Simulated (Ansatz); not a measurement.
# GeH₂+ (doublet): correlated methods under varied settings at angle H2–Ge1–H3 = 159.9°

What do other methods and options give for GeH₂+ (doublet) at this geometry, and how long do they take?

Method: the settings change from run to run; program: Ansatz 0.2.0, Gaussian basis.

14 further runs of the same task are left out: 13 that didn't finish, 1 set aside as unsound or not needed.

### Step 1. The system

The geometry derives from a PBE0/def2-TZVP stationary point (not a proven minimum). One angle is set to the value named; bond lengths are kept. No spin-orbit coupling is included. The filled d shell of Ge may be among the frozen orbitals whatever the setting's name suggests; the logs give the count.

3 atoms, charge 1, spin multiplicity 2.

Atoms are counted from 1 here; the program's logs count them from 0.

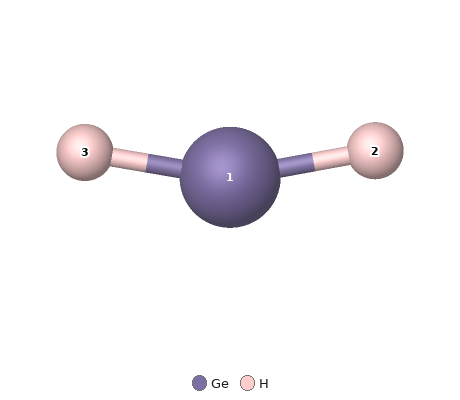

The structure; germanium purple, hydrogen pink; atoms are numbered from 1 in the order of the file.

### Step 2. MRCISD+Q(1,8)/def2-mTZVP

in.yaml reads:

```yaml
crystal:
  periodic: [false, false, false]
  atoms:
    - {symbol: Ge, position_ang: [0.000000, -0.007311, 0.000000]}
    - {symbol: H, position_ang: [0.000000, 0.263459, -1.527815]}
    - {symbol: H, position_ang: [0.000000, 0.263459, 1.527815]}
basis:
  gaussian: {orbitals: def2-mTZVP}
total_charge: 1
magnetization: {spin_polarized: false, initial_magnetization: 1}
correlation: {method: fic_mrcisd_q, electrons: outside_noble_gas, active_space: {window: {electrons: 1, orbitals: 8}, states: [{multiplicity: 2, weights: [1, 0.5]}], root: 0}}
```

On the command line:

```sh
$ ansatz run in.yaml --threads 1 --pin off --events-out ev --progress --plain --max-ram 2393MiB
```

The log of the run, cut to the lines that bear on the results:

```text
Functional definition: HF
  name "HF"
  cite "Fock, Z. Phys. 61, 126 (1930) doi:10.1007/BF01340294"
  parent pbe
[...]
627 factors; integrals over basis functions are off by at most 2.1e-7 eV
[...]
mean field -56494.94437224 eV, -2076.1509120311 hartree, gradient 1.5e-6 eV, S^2 0.750000; 6 other end points of the search recorded, 0 dependent functions left out
reference -56494.94437224 eV, -2076.1509120311 hartree; 17, 16 occupied and 25, 26 virtual orbitals, 627 factors
state -56494.91571537 eV, -2076.1498589106 hartree
state -56494.26357052 eV, -2076.1258930294 hartree
contracted CI cycle   1: correlation 0.00000000 eV, 0.0000000000 hartree, residual 9.79e0 eV
contracted CI cycle   2: correlation -1.89256977 eV, -0.0695506560 hartree, residual 2.16e0 eV
contracted CI cycle   3: correlation -1.99908897 eV, -0.0734651646 hartree, residual 6.19e-1 eV
contracted CI cycle   4: correlation -2.00719974 eV, -0.0737632299 hartree, residual 2.20e-1 eV
contracted CI cycle   5: correlation -2.00819957 eV, -0.0737999730 hartree, residual 9.04e-2 eV
contracted CI cycle   6: correlation -2.00833856 eV, -0.0738050808 hartree, residual 2.73e-2 eV
contracted CI cycle   7: correlation -2.00834809 eV, -0.0738054311 hartree, residual 5.84e-3 eV
contracted CI cycle   8: correlation -2.00834852 eV, -0.0738054468 hartree, residual 1.30e-3 eV
contracted CI cycle   9: correlation -2.00834855 eV, -0.0738054479 hartree, residual 3.66e-4 eV
state -56494.91571537 eV, -2076.1498589106 hartree; corrected -56497.04116463 eV, -2076.2279677302 hartree
contracted CI cycle   1: correlation 0.00000000 eV, 0.0000000000 hartree, residual 9.93e0 eV
contracted CI cycle   2: correlation -2.04617301 eV, -0.0751954713 hartree, residual 2.32e0 eV
contracted CI cycle   3: correlation -2.17988306 eV, -0.0801092249 hartree, residual 7.20e-1 eV
contracted CI cycle   4: correlation -2.19129824 eV, -0.0805287250 hartree, residual 2.62e-1 eV
contracted CI cycle   5: correlation -2.19269275 eV, -0.0805799722 hartree, residual 1.10e-1 eV
contracted CI cycle   6: correlation -2.19289870 eV, -0.0805875407 hartree, residual 3.55e-2 eV
contracted CI cycle   7: correlation -2.19291575 eV, -0.0805881674 hartree, residual 8.76e-3 eV
contracted CI cycle   8: correlation -2.19291686 eV, -0.0805882082 hartree, residual 2.33e-3 eV
contracted CI cycle   9: correlation -2.19291694 eV, -0.0805882111 hartree, residual 5.14e-4 eV
state -56494.26357052 eV, -2076.1258930294 hartree; corrected -56496.61235667 eV, -2076.2122093283 hartree
WARN: 6 active orbitals are nearly empty or full. The corrections depend on them more than the energy does, and are more stable in an active space without them
Total energy: -56497.04116463 eV, -2076.2279677302 hartree
```

Wall time 2.6 s (1 thread of Intel Xeon 6975P-C, shared host).

From the report: 4 determinants; active occupations (of the averaged states) 0.67, 0.33, 0.00, 0.00, 0.00, 0.00, 0.00, 0.00. The report marks this result as in doubt.

### Step 3. HF/def2-SVPD

in.yaml reads:

```yaml
crystal:
  periodic: [false, false, false]
  atoms:
    - {symbol: Ge, position_ang: [0.000000, -0.007311, 0.000000]}
    - {symbol: H, position_ang: [0.000000, 0.263459, -1.527815]}
    - {symbol: H, position_ang: [0.000000, 0.263459, 1.527815]}
basis:
  gaussian: {orbitals: def2-SVPD, point_charges: [{charge: -0.50, position_ang: [3.160, 0.415, -0.936]}]}
total_charge: 1
magnetization: {spin_polarized: false, initial_magnetization: 1}
hamiltonian: {xc: hf}
output: {forces: true, orbitals: {seedname: orbitals}}
```

Same command.

The log of the run, cut to the lines that bear on the results:

```text
Functional definition: HF
  name "HF"
  cite "Fock, Z. Phys. 61, 126 (1930) doi:10.1007/BF01340294"
  parent pbe
[...]
527 factors; integrals over basis functions are off by at most 1.3e-3 eV
[...]
mean field -56490.29565807 eV, -2075.9800749364 hartree, gradient 1.7e-5 eV, S^2 0.750000; 2 other end points of the search recorded, 0 dependent functions left out
[...]
reference -56490.29565807 eV, -2075.9800749364 hartree; 17, 16 occupied and 37, 38 virtual orbitals, 527 factors
Total energy: -56490.29565807 eV, -2075.9800749364 hartree
Atom 0 at     0.000000    -0.007311     0.000000 Å, force     0.635338    -1.878988    -0.253560 eV/Å
Atom 1 at     0.000000     0.263459    -1.527815 Å, force     0.032960     0.977737     0.798086 eV/Å
Atom 2 at     0.000000     0.263459     1.527815 Å, force     0.071154     0.991153    -0.782020 eV/Å
Dipole moment:     0.122700     0.180024    -0.041240 e Å
```

It took 0.57 s on 1 thread of Intel Xeon 6975P-C, shared host.

### Step 4. NEVPT4(SD)(5,4)/6-31G

in.yaml reads:

```yaml
crystal:
  periodic: [false, false, false]
  atoms:
    - {symbol: Ge, position_ang: [0.000000, -0.007311, 0.000000]}
    - {symbol: H, position_ang: [0.000000, 0.263459, -1.527815]}
    - {symbol: H, position_ang: [0.000000, 0.263459, 1.527815]}
basis:
  gaussian: {orbitals: 6-31G}
total_charge: 1
magnetization: {spin_polarized: false, initial_magnetization: 1}
correlation: {method: fic_nevpt4_sd, electrons: outside_noble_gas, active_space: {window: {electrons: 5, orbitals: 4}, states: [{multiplicity: 2, weights: [1, 1]}, {multiplicity: 4, weights: [1]}], root: 1}}
accuracy: high
```

The command is unchanged.

The log of the run, cut to the lines that bear on the results:

```text
Functional definition: HF
  name "HF"
  cite "Fock, Z. Phys. 61, 126 (1930) doi:10.1007/BF01340294"
  parent pbe
[...]
509 factors; integrals over basis functions are off by at most 4.7e-9 eV
[...]
mean field -56485.73972984 eV, -2075.8126476619 hartree, gradient 7.2e-9 eV, S^2 0.750000; 6 other end points of the search recorded, 0 dependent functions left out
reference -56485.73972984 eV, -2075.8126476619 hartree; 17, 16 occupied and 16, 17 virtual orbitals, 509 factors
state -56485.75217710 eV, -2075.8131050903 hartree
state -56485.39562325 eV, -2075.8000019782 hartree
state -56485.75217710 eV, -2075.8131050903 hartree; corrected -56487.04979639 eV, -2075.8607917198 hartree
state -56485.39562325 eV, -2075.8000019782 hartree; corrected -56486.67696313 eV, -2075.8470903502 hartree
state -56480.26115228 eV, -2075.6113136503 hartree
state -56480.26115228 eV, -2075.6113136503 hartree; corrected -56481.78637562 eV, -2075.6673645742 hartree
Total energy: -56486.67696313 eV, -2075.8470903502 hartree
```

It took 0.84 s on 1 thread of Intel Xeon 6975P-C, shared host.

From the report: 6 determinants; active occupations (of the averaged states) 1.99, 1.67, 0.67, 0.67.

### Step 5. HF/6-31G*

in.yaml reads:

```yaml
crystal:
  periodic: [false, false, false]
  atoms:
    - {symbol: Ge, position_ang: [0.000000, -0.007311, 0.000000]}
    - {symbol: H, position_ang: [0.000000, 0.263459, -1.527815]}
    - {symbol: H, position_ang: [0.000000, 0.263459, 1.527815]}
basis:
  gaussian: {orbitals: "6-31G*"}
total_charge: 1
magnetization: {spin_polarized: false, initial_magnetization: 1}
hamiltonian: {xc: hf}
scf: {lower_state_search: off}
output: {forces: true, orbitals: {seedname: orbitals}}
```

Launched as before.

The log of the run, cut to the lines that bear on the results:

```text
Functional definition: HF
  name "HF"
  cite "Fock, Z. Phys. 61, 126 (1930) doi:10.1007/BF01340294"
  parent pbe
[...]
374 factors; integrals over basis functions are off by at most 3.8e-4 eV
[...]
mean field -56487.21186635 eV, -2075.8667476811 hartree, gradient 2.6e-6 eV, S^2 0.750000; 0 other end points of the search recorded, 0 dependent functions left out
[...]
reference -56487.21186635 eV, -2075.8667476811 hartree; 17, 16 occupied and 22, 23 virtual orbitals, 374 factors
Total energy: -56487.21186635 eV, -2075.8667476811 hartree
Atom 0 at     0.000000    -0.007311     0.000000 Å, force    -0.000000    -2.070088    -0.000000 eV/Å
Atom 1 at     0.000000     0.263459    -1.527815 Å, force    -0.000000     1.035044     0.647276 eV/Å
Atom 2 at     0.000000     0.263459     1.527815 Å, force    -0.000000     1.035044    -0.647276 eV/Å
Dipole moment:    -0.000000     0.168759    -0.000000 e Å
Checks for a lower state left out: stability, starts, cluster_reference, orbital_swaps, neighbouring_geometries, increment
```

Wall time 0.33 s (1 thread of Intel Xeon 6975P-C, shared host).

### Step 6. CCSD on ROHF/cc-pVDZ

in.yaml reads:

```yaml
crystal:
  periodic: [false, false, false]
  atoms:
    - {symbol: Ge, position_ang: [0.000000, -0.007311, 0.000000]}
    - {symbol: H, position_ang: [0.000000, 0.263459, -1.527815]}
    - {symbol: H, position_ang: [0.000000, 0.263459, 1.527815]}
basis:
  gaussian: {orbitals: cc-pVDZ}
total_charge: 1
magnetization: {spin_polarized: false, initial_magnetization: 1}
correlation: {method: ccsd, electrons: outside_noble_gas}
accuracy: high
output: {forces: true}
```

The command is unchanged.

The log of the run, cut to the lines that bear on the results:

```text
Functional definition: HF
  name "HF"
  cite "Fock, Z. Phys. 61, 126 (1930) doi:10.1007/BF01340294"
  parent pbe
[...]
702 factors; integrals over basis functions are off by at most 4.4e-9 eV
[...]
mean field -56494.26904732 eV, -2076.1260942980 hartree, gradient 2.1e-8 eV, S^2 0.750000; 6 other end points of the search recorded, 0 dependent functions left out
[...]
determinant -56494.26904732 eV, -2076.1260942980 hartree, with singles and doubles -56496.54595536 eV, -2076.2097691254 hartree
determinant -56493.65735252 eV, -2076.1036149290 hartree, with singles and doubles -56496.07251815 eV, -2076.1923706287 hartree
determinant -56494.26904732 eV, -2076.1260942980 hartree, with singles and doubles -56496.54591827 eV, -2076.2097677623 hartree
determinant -56493.65735252 eV, -2076.1036149290 hartree, with singles and doubles -56496.07251659 eV, -2076.1923705714 hartree
14 core orbitals not correlated: weight in the atoms' cores, before any rotation towards them, 0.999 or more for the frozen orbitals, at most 0.000 for the correlated occupied ones
reference -56494.26904732 eV, -2076.1260942980 hartree; 3, 2 occupied and 20, 21 virtual orbitals, 702 factors
second order -1.68039288 eV of doubles, -0.02753583 eV of singles
cycle   1  -2.27687021 eV  change    7.4e-7 eV  update   7.9e-7
[...]
cycle  13  -2.27687032 eV  change  -5.7e-12 eV  update  4.6e-10
[...]
Total energy: -56496.54591764 eV, -2076.2097677389 hartree
Atom 0 at     0.000000    -0.007311     0.000000 Å, force     0.000000    -1.813271     0.000000 eV/Å
Atom 1 at     0.000000     0.263459    -1.527815 Å, force    -0.000000     0.906635     0.359808 eV/Å
Atom 2 at     0.000000     0.263459     1.527815 Å, force    -0.000000     0.906635    -0.359808 eV/Å
Dipole moment:    -0.000000     0.147531    -0.000000 e Å
```

Run time: 2.1 s. Hardware: 1 thread of Intel Xeon 6975P-C, shared host.

From the report: correlation -2.2769 eV; T1 0.018; largest double amplitude 0.09.

### Step 7. HF/def2-SVPD

in.yaml reads:

```yaml
crystal:
  periodic: [false, false, false]
  atoms:
    - {symbol: Ge, position_ang: [0.000000, -0.007311, 0.000000]}
    - {symbol: H, position_ang: [0.000000, 0.263459, -1.527815]}
    - {symbol: H, position_ang: [0.000000, 0.263459, 1.527815]}
basis:
  gaussian: {orbitals: def2-SVPD}
total_charge: 1
magnetization: {spin_polarized: true, initial_magnetization: 1}
hamiltonian: {xc: hf}
output: {forces: true, orbitals: {seedname: orbitals}}
```

The command is unchanged.

The log of the run, cut to the lines that bear on the results:

```text
Functional definition: HF
  name "HF"
  cite "Fock, Z. Phys. 61, 126 (1930) doi:10.1007/BF01340294"
  parent pbe
[...]
527 factors; integrals over basis functions are off by at most 1.3e-3 eV
[...]
mean field -56488.04407931 eV, -2075.8973309431 hartree, gradient 1.3e-5 eV, S^2 0.755076; 3 other end points of the search recorded, 0 dependent functions left out
[...]
reference -56488.04407931 eV, -2075.8973309431 hartree; 17, 16 occupied and 37, 38 virtual orbitals, 527 factors
Total energy: -56488.04407931 eV, -2075.8973309431 hartree
Atom 0 at     0.000000    -0.007311     0.000000 Å, force    -0.000000    -1.910561     0.000000 eV/Å
Atom 1 at     0.000000     0.263459    -1.527815 Å, force    -0.000000     0.955281     0.759128 eV/Å
Atom 2 at     0.000000     0.263459     1.527815 Å, force     0.000000     0.955281    -0.759128 eV/Å
Dipole moment:     0.000000     0.159237    -0.000000 e Å
```

Run time: 0.93 s. Hardware: 1 thread of Intel Xeon 6975P-C, shared host.

From the report: ⟨S²⟩ of the determinant 0.755 (pure doublet: 0.75).

### Step 8. BCCD on UHF/6-31G*

Changes to in.yaml since step 7:

```diff
@@ -7,6 +7,6 @@
 basis:
-  gaussian: {orbitals: def2-SVPD}
+  gaussian: {orbitals: "6-31G*"}
 total_charge: 1
 magnetization: {spin_polarized: true, initial_magnetization: 1}
-hamiltonian: {xc: hf}
-output: {forces: true, orbitals: {seedname: orbitals}}
+correlation: {method: bccd, electrons: outside_noble_gas}
+scf: {omitted_lower_state_checks: [cluster_reference]}
```

The command is unchanged.

The log of the run, cut to the lines that bear on the results:

```text
Functional definition: HF
  name "HF"
  cite "Fock, Z. Phys. 61, 126 (1930) doi:10.1007/BF01340294"
  parent pbe
[...]
374 factors; integrals over basis functions are off by at most 3.8e-4 eV
[...]
mean field -56487.25486219 eV, -2075.8683277490 hartree, gradient 7.8e-6 eV, S^2 0.754012; 6 other end points of the search recorded, 0 dependent functions left out
14 core orbitals not correlated: weight in the atoms' cores, before any rotation towards them, 0.999 or more for the frozen orbitals, at most 0.000 for the correlated occupied ones
reference -56487.25486219 eV, -2075.8683277490 hartree; 3, 2 occupied and 22, 23 virtual orbitals, 374 factors
second order -1.38263974 eV of doubles, -0.00000000 eV of singles
cycle   1  -1.73237405 eV  change   -3.5e-1 eV  update   5.2e-2
[...]
cycle  11  -1.90958059 eV  change   -1.1e-6 eV  update   1.4e-6
Total energy: -56489.16444278 eV, -2075.9385035412 hartree
Checks for a lower state left out: cluster_reference
```

It took 0.69 s on 1 thread of Intel Xeon 6975P-C, shared host.

From the report: ⟨S²⟩ of the determinant 0.754 (pure doublet: 0.75); correlation -1.9096 eV; largest double amplitude 0.10.

### Step 9. CCSD(T) on ROHF/cc-pVDZ

in.yaml reads:

```yaml
crystal:
  periodic: [false, false, false]
  atoms:
    - {symbol: Ge, position_ang: [0.000000, -0.007311, 0.000000]}
    - {symbol: H, position_ang: [0.000000, 0.263459, -1.527815]}
    - {symbol: H, position_ang: [0.000000, 0.263459, 1.527815]}
basis:
  gaussian: {orbitals: cc-pVDZ}
total_charge: 1
magnetization: {spin_polarized: false, initial_magnetization: 1}
correlation: {method: ccsd_t, electrons: outside_noble_gas}
scf: {omitted_lower_state_checks: [cluster_reference]}
output: {forces: true}
```

Launched as before.

The log of the run, cut to the lines that bear on the results:

```text
Functional definition: HF
  name "HF"
  cite "Fock, Z. Phys. 61, 126 (1930) doi:10.1007/BF01340294"
  parent pbe
[...]
413 factors; integrals over basis functions are off by at most 1.2e-3 eV
[...]
mean field -56494.26899863 eV, -2076.1260925088 hartree, gradient 2.8e-6 eV, S^2 0.750000; 6 other end points of the search recorded, 0 dependent functions left out
14 core orbitals not correlated: weight in the atoms' cores, before any rotation towards them, 0.999 or more for the frozen orbitals, at most 0.000 for the correlated occupied ones
reference -56494.26899863 eV, -2076.1260925088 hartree; 3, 2 occupied and 20, 21 virtual orbitals, 413 factors
second order -1.68036718 eV of doubles, -0.02753583 eV of singles
cycle   1  -2.09475852 eV  change   -3.9e-1 eV  update   5.1e-2
[...]
cycle  13  -2.27686570 eV  change   -1.3e-7 eV  update   1.5e-7
perturbative correction -0.04070343 eV, -0.0014958235 hartree
[...]
Total energy: -56496.58656777 eV, -2076.2112616036 hartree
Atom 0 at     0.000000    -0.007311     0.000000 Å, force    -0.000000    -1.812473     0.000000 eV/Å
Atom 1 at     0.000000     0.263459    -1.527815 Å, force    -0.000000     0.906237     0.326408 eV/Å
Atom 2 at     0.000000     0.263459     1.527815 Å, force    -0.000000     0.906237    -0.326408 eV/Å
Dipole moment:     0.000000     0.147061    -0.000000 e Å
Checks for a lower state left out: cluster_reference
```

It took 0.9 s on 1 thread of Intel Xeon 6975P-C, shared host.

From the report: correlation -2.3176 eV; T1 0.018; largest double amplitude 0.09.

### Step 10. CCSD(T) on ROHF/aug-cc-pVDZ

Changes to in.yaml since step 9:

```diff
@@ -7,3 +7,3 @@
 basis:
-  gaussian: {orbitals: cc-pVDZ}
+  gaussian: {orbitals: aug-cc-pVDZ}
 total_charge: 1
@@ -11,3 +11,3 @@
 correlation: {method: ccsd_t, electrons: outside_noble_gas}
-scf: {omitted_lower_state_checks: [cluster_reference]}
+scf: {lower_state_search: off}
 output: {forces: true}
```

Launched as before.

The log of the run, cut to the lines that bear on the results:

```text
Functional definition: HF
  name "HF"
  cite "Fock, Z. Phys. 61, 126 (1930) doi:10.1007/BF01340294"
  parent pbe
[...]
576 factors; integrals over basis functions are off by at most 8.2e-4 eV
[...]
mean field -56494.31093639 eV, -2076.1276336930 hartree, gradient 1.0e-6 eV, S^2 0.750000; 0 other end points of the search recorded, 0 dependent functions left out
14 core orbitals not correlated: weight in the atoms' cores, before any rotation towards them, 0.999 or more for the frozen orbitals, at most 0.000 for the correlated occupied ones
reference -56494.31093639 eV, -2076.1276336930 hartree; 3, 2 occupied and 37, 38 virtual orbitals, 576 factors
second order -1.73081691 eV of doubles, -0.02862632 eV of singles
cycle   1  -2.15220757 eV  change   -3.9e-1 eV  update   5.2e-2
[...]
cycle  13  -2.33691856 eV  change    5.5e-7 eV  update   2.0e-7
perturbative correction -0.04380149 eV, -0.0016096751 hartree
[...]
Total energy: -56496.69165644 eV, -2076.2151235411 hartree
Atom 0 at     0.000000    -0.007311     0.000000 Å, force     0.000000    -1.825584     0.000000 eV/Å
Atom 1 at     0.000000     0.263459    -1.527815 Å, force    -0.000000     0.912792     0.273636 eV/Å
Atom 2 at     0.000000     0.263459     1.527815 Å, force     0.000000     0.912792    -0.273636 eV/Å
Dipole moment:    -0.000000     0.140143    -0.000000 e Å
Checks for a lower state left out: starts, cluster_reference, orbital_swaps, neighbouring_geometries, increment
```

It took 1.9 s on 1 thread of Intel Xeon 6975P-C, shared host.

From the report: correlation -2.3807 eV; T1 0.019; largest double amplitude 0.09.

### Step 11. The runs in one table

Where basis and cores are those of an earlier FCI/aug-cc-pVDZ run (-56496.7078 eV), and the state is the same kind, the miss against it is given. † marks a result that the program doubts.

| level | correlated | functions | energy (eV) | from FCI (meV) | time |
| --- | --- | --- | --- | --- | --- |
| MRCISD+Q(1,8)/def2-mTZVP (lowest root of an average) † | outside noble gas | 42 | -56497.0412 |  | 2.6 s |
| HF/def2-SVPD (beside a point charge) |  | 54 | -56490.2957 |  | 0.57 s |
| NEVPT4(SD)(5,4)/6-31G (excited root 1 of an average) | outside noble gas | 33 | -56486.6770 |  | 0.84 s |
| HF/6-31G* |  | 39 | -56487.2119 |  | 0.33 s |
| CCSD on ROHF/cc-pVDZ | outside noble gas | 37 | -56496.5459 |  | 2.1 s |
| HF/def2-SVPD |  | 54 | -56488.0441 |  | 0.93 s |
| BCCD on UHF/6-31G* | outside noble gas | 39 | -56489.1644 |  | 0.69 s |
| CCSD(T) on ROHF/cc-pVDZ | outside noble gas | 37 | -56496.5866 |  | 0.9 s |
| CCSD(T) on ROHF/aug-cc-pVDZ | outside noble gas | 54 | -56496.6917 | 16.2 | 1.9 s |

### Step 12. Results

```
quantity                                                          value
    runs                                                              9
quickest                                              HF/6-31G*, 0.33 s
 slowest  MRCISD+Q(1,8)/def2-mTZVP (lowest root of an average) †, 2.6 s
```

Total energies in different bases, with other cores or another treatment of relativity can't be set against each other. MRCISD+Q(1,8)/def2-mTZVP (lowest root of an average) † took 8 times as long as HF/6-31G*; the jobs differ in more than the method.
